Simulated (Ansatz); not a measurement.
# Sb (R-3m, 2 atoms in the cell) under uniaxial strain along c, part 2 of 2

Wanted: the shifts of the zone-centre modes of Sb (R-3m, 2 atoms in the cell) with strain.

Ansatz 0.2.0; DFT PBEsol, scalar-relativistic, plane waves, PAW; PAW set soft_1.

So far. Step 3 (Tight relaxation): The largest force component left is 0.34 meV/Å and the pressure is -0.001 GPa, within the tolerances set. The cell now holds 29.84 Å³/atom.

**4. Zone-centre response at rest**

The force constants come from the linear response of the density to a displacement.

The modes at rest are the reference of the series.

Contents of input.yaml:

```yaml
crystal:
  lattice:
    - [2.1615156246, 1.2479516277, 3.6874267027]
    - [-2.1615156246, 1.2479516277, 3.6874267027]
    - [0.0, -2.4959032554, 3.6874267027]
  atoms:
    - { symbol: Sb, position: [0.2356195289, 0.2356195289, 0.2356195289] }
    - { symbol: Sb, position: [0.7643804711, 0.7643804711, 0.7643804711] }
kpoints:
  mp_grid: { grid: [12, 12, 12] }
hamiltonian:
  xc: pbesol
  pseudopotentials: { kind: paw, azcp: { folder: soft_1 }, xc_functional: pbe }
scf:
  occupations: { method: methfessel_paxton, width: 0.2 }
output:
  eigenvalues: true
phonons:
  method: dfpt
```

Command:

```
$ ansatz run input.yaml --threads 4 --pin off --max-ram 10240MiB --backend cpu --events-out ev --progress --plain --runs-dir out
```

Numbers of over 12 decimals in the logs are rounded to 6 here.

The program printed:

```text
[...]
Crystal: 2 atoms, lattice volume = 59.680 Å³
Basis set: ecut = 420 eV, 1183 PW (Γ), exchange–correlation on 60×60×60 points (8 copies of the dense FFT grid, shifted against one another)
Bands: 19, of which v1, the nominal top of the filled ones, is band 15 counted from 1 (14 counted from 0)
Symmetry: 12 space group operations
k-points: 476 of 1728 (irreducible under 2 space group operations, time reversal used)
[...]
SCF iter   1: F=—  HF=-12816.338006 eV  |F-HF|=—  |Δ(HF+E_count)|=         —  Δρ=1.46e-2  dr2=9.69e-2  ethr=3.10e-3  ⟨swp⟩=5.9  Hψ=46928  notcnv=0
[...]
SCF iter  11: F=-12816.326307 eV  HF=-12816.326307 eV  |F-HF|=1.82e-12  |Δ(HF+E_count)|=  1.82e-12  S|Δr|=    0.00e0  Δρ=4.04e-8  dr2=1.95e-12  ethr=1.00e-12  ⟨swp⟩=5.3  Hψ=39930  notcnv=0
SCF 1 converged in 11 iterations: F = -12816.326307 eV  dr2 = 1.95e-12
[...]
DFPT response loops at Γ: preconditioner auto → Kerker (q_TF=auto, 2.433 Å⁻¹) (partly filled bands, converged f_vac=0.000); β = 1.00, the filter's whole step (`scf.mixing.beta` (0.50) is not read by the response loops under this deck's `scf.mixing.preconditioner`; to damp them name `kerker` or `kerker_dos`, under which they read `scf.mixing.beta`, and type it under 1.00, their step now; both keys bind the ground state too); Broyden in place of MSR1
SCF converged after 11 iterations
[...]
Free energy (F): -12816.326307 eV
[...]
Internal energy: -12816.328765 eV  (E = F + TS)
E sigma→0 (E₀):  -12816.326922 eV
Entropy (-TS):   0.002458 eV (1.229 meV/atom)
Fermi energy:    10.278187 eV
[...]
--- Band table (eV; the first three rows and the last of 476) ---
  k-point 0: bands = [... 11 lower, 5.5555, 8.3436, 8.4912, 8.4912, 12.6121, 13.1115, 13.1115, 15.3037]
  k-point 1: bands = [... 11 lower, 5.1836, 8.3664, 8.4814, 8.6658, 12.5260, 12.8852, 12.8899, 14.9893]
  k-point 2: bands = [... 11 lower, 4.3267, 8.3850, 8.4624, 9.0161, 12.1655, 12.3393, 12.3498, 14.8323]
  k-point 475: bands = [... 11 lower, 1.1623, 9.0414, 9.0414, 9.8172, 10.2726, 10.2726, 11.2311, 17.5563]
--- Phonons (Γ-DFPT): 2 representative perturbations + reference, on 476 of 1728 k-points (Σ response iterations 6) ---
  k mesh reduced under 2 symmetry operations, with k and −k counted as one. Each operation leaves every solved perturbation unchanged. A smaller set is not used because it would not reduce the number of displacements times k-points to solve
  ASR residual: 2.700e-5 → 0.000e0 eV/Å²; symmetrization residual: 1.696e-5 eV/Å²
  ASR residual per site (eV/Å²): 2.70e-5 2.70e-5
  Γ frequencies (cm⁻¹): 0.00 0.00 0.00 92.72 92.72 141.87
  non-analytic LO–TO correction: not included (Born effective charges unavailable; polar crystals: no LO–TO splitting at Γ)
```

Wall time 2 min (4 threads of Intel Xeon at 2.50GHz (Skylake/Cascade Lake), shared host); peak memory 1.7 GiB; 4.4 min of CPU time.

Numbers from this step:

* sum-rule residual before enforcement: 2.70e-5 eV/Å²
* point group: -3m
* highest optical mode at the zone centre (no LO-TO term): 141.9 cm⁻¹
* lowest optical zone-centre mode: 92.72 cm⁻¹

Patterns of degenerate modes are one choice out of their space. Modes at Γ:

```
mode  frequency (cm⁻¹)  symmetry
   1               0.0  acoustic
   2               0.0  acoustic
   3               0.0  acoustic
   4              92.7        Eg
   5              92.7        Eg
   6             141.9       A1g
```

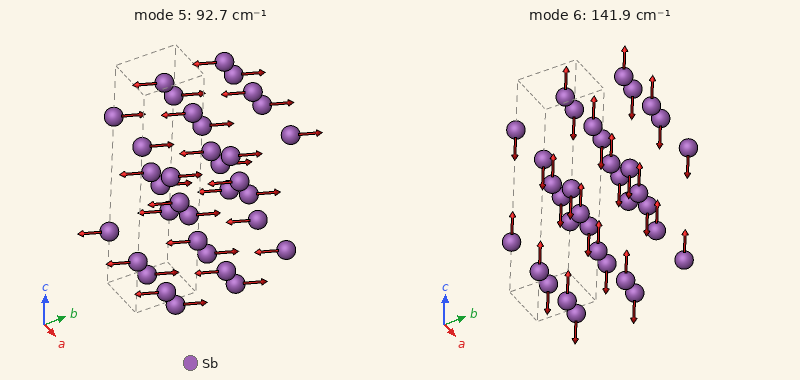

Displacement patterns of modes 5 and 6 at Γ; arrows are exaggerated. 2×2×1 conventional cells are drawn. Some periodic images of atoms are drawn too.

Before it was imposed, the acoustic sum rule was missed by 2.7e-5 eV/Å². Small misses are needed for a sound result but don't prove that mesh and cutoff are converged. The lowest optical mode is real, 92.7 cm⁻¹.

**5. Relaxation of a member: uniaxial strain of +4 % along c**

The cell takes a uniaxial strain of +4 % along c. The strained length and the angles are held, while the rest of the cell and the atoms relax.

input.yaml, the sections that differ from step 4:

```yaml
crystal:
  lattice:
    - [2.147551799, 1.2398896093, 3.8349237707]
    - [-2.147551799, 1.2398896093, 3.8349237707]
    - [0.0, -2.4797792185, 3.8349237707]
  atoms:
    - { symbol: Sb, position: [0.2343304825, 0.2343304852, 0.2343304825] }
    - { symbol: Sb, position: [0.7656695175, 0.7656695148, 0.7656695175] }
  conventional_axes: [[1, -1, 0], [0, 1, -1], [1, 1, 1]]
output:
  forces: true
  stress: true
  eigenvalues: true
relax:
  adjacent_minimum: "off"
  f_tol: 0.001
  max_steps: 60
  cell: { stress_tol: 0.01, fix: [c, angles] }
# kpoints, hamiltonian, scf: as in step 4
# phonons: removed
```

The program printed:

```text
[...]
k-point 475: bands = [... 11 lower, 0.9801, 8.8431, 8.8431, 9.6888, 10.2578, 10.2578, 11.1882, 16.8498]
--- Relaxed structure (4 steps of the walk, 4 accepted, 1 SCFs on fresh bases) ---
[...]
cell:  # Å, volume = 60.9933 Å³
    - [2.142729, 1.237105, 3.834924]
    - [-2.142729, 1.237105, 3.834924]
    - [3.568177389287748e-19, -2.474211, 3.834924]
  atoms:
    - { symbol: Sb, position: [0.233944, 0.233944, 0.233944] }
    - { symbol: Sb, position: [0.766056, 0.766056, 0.766056] }
[key lines of the parts left out:]
SCF converged after 5 iterations
Free energy (F): -12816.315509 eV
Fermi energy:    10.004093 eV
P = ⅓ Tr σ = -0.4594 GPa (-4.594 kbar)
```

It took 76 s on 4 threads; peak memory 0.76 GiB.

Relaxation path:

```
step  energy less that of the first step (eV)  largest force component (eV/Å)  pressure (GPa)  volume (Å³)
   1                                   0.0000                          0.0613           -0.84        61.27
   2                                  -0.0003                          0.0518           -0.14        60.77
   3                                  -0.0007                          0.0010           -0.46        61.00
   4                                  -0.0007                          0.0001           -0.46        60.99
  5*                                  -0.0006                          0.0001           -0.46        60.99
```

Relaxation steps marked * repeat the geometry before them on a plane-wave basis chosen anew for their cell, so energy and pressure can jump there.

```
conventional cell, symmetrised  before   after  change
                         a (Å)   4.295   4.285  -0.2 %
                         b (Å)   4.295   4.285  -0.2 %
                         c (Å)  11.505  11.505  -0.0 %
              volume (Å³/atom)   30.63   30.50  -0.4 %
```

Final coordinates:

```xyz
2
Lattice="2.1427 1.2371 3.8349 -2.1427 1.2371 3.8349 0.0000 -2.4742 3.8349" Properties=species:S:1:pos:R:3 pbc="T T T"
Sb    0.0000    0.0000    2.6915
Sb    0.0000    0.0000    8.8133
```

This step gave:

```
pressure        : -0.4594 GPa
volume per atom : 30.50 Å³
```

The largest force component left is 0.073 meV/Å.

**6. Zone-centre modes of the member: uniaxial strain of +4 % along c**

The zone-centre modes follow for uniaxial strain of +4 % along c.

input.yaml, the sections that differ from step 5:

```yaml
crystal:
  lattice:
    - [2.1427292329, 1.2371052994, 3.8349237707]
    - [-2.1427292329, 1.2371052994, 3.8349237707]
    - [0.0, -2.4742105988, 3.8349237707]
  atoms:
    - { symbol: Sb, position: [0.2339444577, 0.2339444592, 0.2339444577] }
    - { symbol: Sb, position: [0.7660555423, 0.7660555408, 0.7660555423] }
output:
  eigenvalues: true
phonons:
  method: dfpt
# kpoints, hamiltonian, scf: as in step 5
# relax: removed
```

The program printed:

```text
[...]
Crystal: 2 atoms, lattice volume = 60.993 Å³
Basis set: ecut = 420 eV, 1195 PW (Γ), exchange–correlation on 64×64×64 points (8 copies of the dense FFT grid, shifted against one another)
Bands: 19, of which v1, the nominal top of the filled ones, is band 15 counted from 1 (14 counted from 0)
Symmetry: 12 space group operations
k-points: 476 of 1728 (irreducible under 2 space group operations, time reversal used)
[...]
SCF iter   1: F=—  HF=-12816.328777 eV  |F-HF|=—  |Δ(HF+E_count)|=         —  Δρ=1.50e-2  dr2=1.04e-1  ethr=3.10e-3  ⟨swp⟩=5.9  Hψ=47163  notcnv=0
[...]
SCF iter  12: F=-12816.315509 eV  HF=-12816.315509 eV  |F-HF|=0.00e0  |Δ(HF+E_count)|=  3.64e-12  S|Δr|=    0.00e0  Δρ=3.61e-8  dr2=1.56e-12  ethr=1.00e-12  ⟨swp⟩=5.4  Hψ=35201  notcnv=0
SCF 1 converged in 12 iterations: F = -12816.315509 eV  dr2 = 1.56e-12
[...]
SCF converged after 12 iterations
[...]
Free energy (F): -12816.315509 eV
[...]
Internal energy: -12816.316979 eV  (E = F + TS)
E sigma→0 (E₀):  -12816.315876 eV
Entropy (-TS):   0.001470 eV (0.735 meV/atom)
Fermi energy:    10.004093 eV
[...]
--- Band table (eV; the first three rows and the last of 476) ---
  k-point 0: bands = [... 11 lower, 5.0686, 7.7761, 8.3537, 8.3537, 12.1128, 12.6828, 12.6828, 15.1888]
  k-point 1: bands = [... 11 lower, 4.7562, 7.8314, 8.3294, 8.4080, 12.1107, 12.4486, 12.4982, 14.7973]
  k-point 2: bands = [... 11 lower, 3.9923, 7.8756, 8.2707, 8.5989, 11.8217, 11.9535, 12.0248, 14.5954]
  k-point 475: bands = [... 11 lower, 0.9801, 8.8431, 8.8431, 9.6888, 10.2578, 10.2578, 11.1882, 16.8498]
[...]
ASR residual: 3.042e-5 → 0.000e0 eV/Å²; symmetrization residual: 5.296e-5 eV/Å²
  ASR residual per site (eV/Å²): 3.04e-5 3.04e-5
  Γ frequencies (cm⁻¹): 0.00 0.00 0.00 112.52 112.52 142.85
[...]
```

Wall time 74 s (4 threads); peak memory 1.7 GiB.

This step gave:

```yaml
sum_rule_residual_before_enforcement: 3.04e-5 eV/Å²
highest_optical_mode_at_the_zone_centre_no_lo_to_term: 142.8 cm⁻¹
lowest_optical_zone_centre_mode: 112.5 cm⁻¹
```

Patterns of degenerate modes are one choice out of their space. Modes at Γ:

```csv
mode,frequency (cm⁻¹),symmetry
1,0.0,acoustic
2,0.0,acoustic
3,0.0,acoustic
4,112.5,Eg
5,112.5,Eg
6,142.8,A1g
```

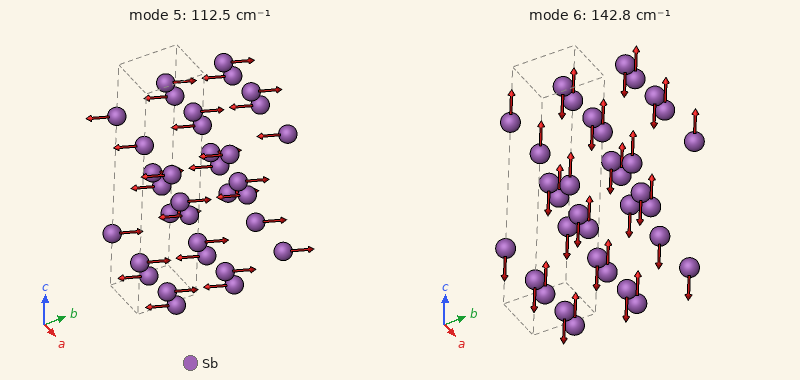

Displacement patterns of modes 5 and 6 at Γ; arrows are exaggerated. 2×2×1 conventional cells are drawn. Some periodic images of atoms are drawn too.

The lowest optical mode is real, 113 cm⁻¹, and the highest lies at 142.8 cm⁻¹.

**7. A member of the series: uniaxial strain of -4 % along c**

The cell takes a uniaxial strain of -4 % along c. The strained length and the angles are held, while the rest of the cell and the atoms relax.

input.yaml, the sections that differ from step 6:

```yaml
crystal:
  lattice:
    - [2.1759658061, 1.2562944439, 3.5399296347]
    - [-2.1759658061, 1.2562944439, 3.5399296347]
    - [0.0, -2.5125888878, 3.5399296347]
  atoms:
    - { symbol: Sb, position: [0.2370442911, 0.2370442929, 0.2370442911] }
    - { symbol: Sb, position: [0.7629557089, 0.7629557071, 0.7629557089] }
  conventional_axes: [[1, -1, 0], [0, 1, -1], [1, 1, 1]]
output:
  forces: true
  stress: true
  eigenvalues: true
relax:
  adjacent_minimum: "off"
  f_tol: 0.001
  max_steps: 60
  cell: { stress_tol: 0.01, fix: [c, angles] }
# kpoints, hamiltonian, scf: as in step 6
# phonons: removed
```

The program printed:

```text
[...]
Crystal: 2 atoms, lattice volume = 58.062 Å³
Basis set: ecut = 420 eV, 1139 PW (Γ), exchange–correlation on 60×60×60 points (8 copies of the dense FFT grid, shifted against one another)
Bands: 19, of which v1, the nominal top of the filled ones, is band 15 counted from 1 (14 counted from 0)
Symmetry: 4 space group operations
k-points: 476 of 1728
[...]
--- Relaxed structure (4 steps of the walk, 4 accepted, 1 SCFs on fresh bases) ---
[...]
cell:  # Å, volume = 58.3384 Å³
    - [2.181145, 1.259285, 3.5399296347]
    - [-2.181145, 1.259285, 3.5399296347]
    - [-9.155859973925578e-19, -2.518569, 3.5399296347]
  atoms:
    - { symbol: Sb, position: [0.237511, 0.237511, 0.237511] }
    - { symbol: Sb, position: [0.762489, 0.762489, 0.762489] }
[key lines of the parts left out:]
SCF converged after 6 iterations
Free energy (F): -12816.312848 eV
Fermi energy:    10.487765 eV
P = ⅓ Tr σ = 0.6046 GPa (6.046 kbar)
```

The job ended after 61 s (4 threads; peak memory 0.75 GiB; 3.8 min of CPU time).

Relaxation path:

| step | energy less that of the first step (eV) | largest force component (eV/Å) | pressure (GPa) | volume (Å³) |
| --- | --- | --- | --- | --- |
| 1 | 0.0000 | 0.0550 | 1.03 | 58.06 |
| 2 | -0.0002 | 0.0341 | 0.27 | 58.58 |
| 3 | -0.0006 | 0.0005 | 0.60 | 58.35 |
| 4 | -0.0006 | 0.0001 | 0.60 | 58.34 |
| 5* | -0.0007 | 0.0001 | 0.60 | 58.34 |

Relaxation steps marked * repeat the geometry before them on a plane-wave basis chosen anew for their cell, so energy and pressure can jump there.

```
conventional cell, symmetrised  before   after  change
                         a (Å)   4.352   4.362  +0.2 %
                         b (Å)   4.352   4.362  +0.2 %
                         c (Å)  10.620  10.620  +0.0 %
              volume (Å³/atom)   29.03   29.17  +0.5 %
```

Final coordinates:

```
Sb
1.0
     2.18114    1.25928    3.53993
    -2.18114    1.25928    3.53993
     0.00000   -2.51857    3.53993
Sb
2
Direct
  0.23751 0.23751 0.23751
  0.76249 0.76249 0.76249
```

Numbers from this step:

- pressure: 0.6046 GPa
- volume per atom: 29.17 Å³

The largest force component left is 0.11 meV/Å.

**8. Zone-centre modes of the member: uniaxial strain of -4 % along c**

The zone-centre modes follow for uniaxial strain of -4 % along c.

input.yaml, the sections that differ from step 7:

```yaml
crystal:
  lattice:
    - [2.1811448546, 1.2592845689, 3.5399296347]
    - [-2.1811448546, 1.2592845689, 3.5399296347]
    - [0.0, -2.5185691379, 3.5399296347]
  atoms:
    - { symbol: Sb, position: [0.2375105921, 0.2375105912, 0.2375105921] }
    - { symbol: Sb, position: [0.7624894079, 0.7624894088, 0.7624894079] }
output:
  eigenvalues: true
phonons:
  method: dfpt
# kpoints, hamiltonian, scf: as in step 7
# relax: removed
```

The program printed:

```text
[...]
Crystal: 2 atoms, lattice volume = 58.338 Å³
Basis set: ecut = 420 eV, 1139 PW (Γ), exchange–correlation on 60×60×60 points (8 copies of the dense FFT grid, shifted against one another)
Bands: 19, of which v1, the nominal top of the filled ones, is band 15 counted from 1 (14 counted from 0)
Symmetry: 12 space group operations
k-points: 476 of 1728 (irreducible under 2 space group operations, time reversal used)
[...]
k-point 1: bands = [... 11 lower, 5.5967, 8.6507, 8.8523, 9.0350, 12.9858, 13.3355, 13.3801, 15.1971]
  k-point 2: bands = [... 11 lower, 4.6577, 8.6702, 8.9469, 9.4192, 12.5013, 12.7077, 12.8604, 15.1230]
  k-point 475: bands = [... 11 lower, 1.3713, 9.2567, 9.2567, 9.9600, 10.2884, 10.2884, 11.2339, 18.3374]
[...]
ASR residual: 4.117e-5 → 0.000e0 eV/Å²; symmetrization residual: 1.339e-5 eV/Å²
  ASR residual per site (eV/Å²): 4.12e-5 4.12e-5
  Γ frequencies (cm⁻¹): 0.00 0.00 0.00 69.77 69.77 132.75
[...]
[key lines of the parts left out:]
SCF converged after 11 iterations
Free energy (F): -12816.312848 eV
Fermi energy:    10.487765 eV
```

The job ended after 93 s (4 threads; peak memory 1.6 GiB; 4.8 min of CPU time).

Numbers from this step:

```yaml
sum_rule_residual_before_enforcement: 4.12e-5 eV/Å²
highest_optical_mode_at_the_zone_centre_no_lo_to_term: 132.8 cm⁻¹
lowest_optical_zone_centre_mode: 69.77 cm⁻¹
```

Patterns of degenerate modes are one choice out of their space. Modes at Γ:

```
mode  frequency (cm⁻¹)  symmetry
   1               0.0  acoustic
   2               0.0  acoustic
   3               0.0  acoustic
   4              69.8        Eg
   5              69.8        Eg
   6             132.8       A1g
```

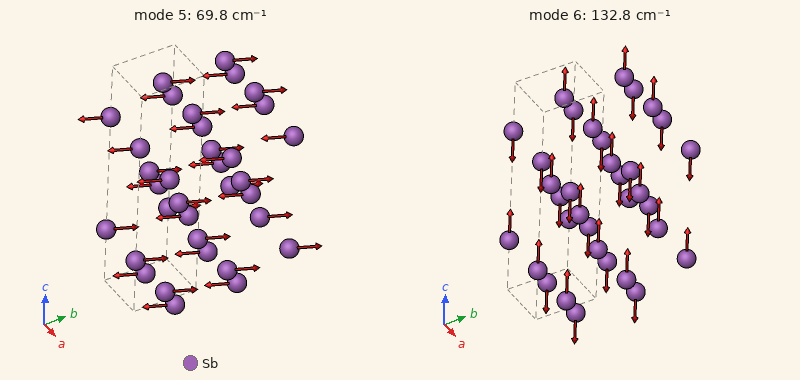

Displacement patterns of modes 5 and 6 at Γ; arrows are exaggerated. 2×2×1 conventional cells are drawn. Some periodic images of atoms are drawn too.

The lowest optical mode is real, 69.8 cm⁻¹, and the highest lies at 132.8 cm⁻¹.

Between step 4 and this run (strain -4 %) the value for the highest optical mode at the zone centre (no LO-TO term) moves from 142 cm⁻¹ to 133 cm⁻¹ (-6 %).

**9. The series together**

The members are set side by side, also those not shown above.

Stress is positive in compression; energies are extrapolated to zero smearing, and E0 is that at rest; the edges not held and the atoms are relaxed in each cell; all runs use 12×12×12 k points and Methfessel-Paxton smearing of 0.2 eV. State of the crystal along the series:

```
strain (%)  stress along the axis (GPa)  free strain along a (%)  free strain along b (%)  E - E0 (meV/atom)
        -4                        1.815                   0.9081                   0.9081              6.775
        -3                        1.339                   0.6685                   0.6685              3.782
        -2                       0.8784                   0.4354                   0.4354              1.669
        -1                       0.4299                    0.214                    0.214             0.4163
         0                     0.004037                        0                        0                  0
         1                      -0.3936                  -0.2121                  -0.2121             0.3773
         2                      -0.7571                  -0.4261                  -0.4261              1.478
         3                       -1.085                   -0.646                   -0.646              3.219
         4                       -1.378                  -0.8691                  -0.8691              5.523
```

Optical modes are counted from below at rest and tracked from member to member by their patterns, and modes that stay within 0.3 cm⁻¹ of each other stand once; labels, where given, are those at rest; the edges not held and the atoms are relaxed in each cell; all runs use 12×12×12 k points and Methfessel-Paxton smearing of 0.2 eV. Optical modes along the series:

```
strain (%)  optical mode 1 Eg (cm⁻¹)  optical mode 2 A1g (cm⁻¹)
        -4                     69.77                      132.8
        -3                      75.7                      135.3
        -2                     81.54                      137.8
        -1                     87.21                      140.1
         0                     92.72                      141.9
         1                     98.05                      142.6
         2                     103.4                      142.6
         3                     108.4                      142.5
         4                     112.5                      142.8
```

Value and slope at zero strain of a cubic (a lower polynomial where under five rows exist) through the rows within 2 % of rest. Slopes at rest:

| mode | frequency (cm⁻¹) | shift per percent of strain (cm⁻¹) | shift per GPa of compressive stress (cm⁻¹) |
| --- | --- | --- | --- |
| optical mode 1 Eg | 92.7 | 5.41 | -13.1 |
| optical mode 2 A1g | 141.8 | 1.24 | -3 |

**10. Summary of results**

| Property | Result |
| --- | --- |
| members | 9 |
| highest optical mode at the zone centre (no LO-TO term), at rest | 141.9 cm⁻¹ |
| Young’s modulus along c | 41.3 GPa |
| optical mode 1 Eg, shift per percent | 5.41 cm⁻¹ |
| optical mode 2 A1g, shift per percent | 1.24 cm⁻¹ |

What this shows: The stress changes by 0.41 GPa for each percent, a Young’s modulus of 41 GPa along c. For each percent the free edge responds with -0.21 %. Within 2 % of rest optical mode 2 A1g bends away from a straight line, so a single slope holds only near rest. The fastest shift in the table of slopes is 5.4 cm⁻¹ for each percent (optical mode 1 Eg), or -13.1 cm⁻¹ for each GPa of compressive stress. For small strain, the measured shift of a line that Raman or infrared light can see, divided by its slope, estimates the stress, if the state of stress is of this kind. These are harmonic frequencies at zero temperature: anharmonic shifts, linewidths and thermal expansion are left out. Spin-orbit coupling is left out, which can matter for the heavy elements here. With no gap, or one that is small against the smearing, the frequencies hang on the k mesh and the smearing, most of all near Kohn anomalies. The PAW files were made for PBE; the program adapts parts of them to the functional of the run, but their partial waves stay those of PBE, an approximation that was not tested in this session. Only the zone centre was solved, so an instability at another wavevector cannot show here.

[Logs are printed without paths, hosts, clocks, repeated set-up lines and the standing remarks that a program may print on its own settings, such as how far it seeks lower states.]

[Hosts, paths, dates, database ids (printed as entryN), source tags and the programs' standing remarks are cut or masked in the printed files.]
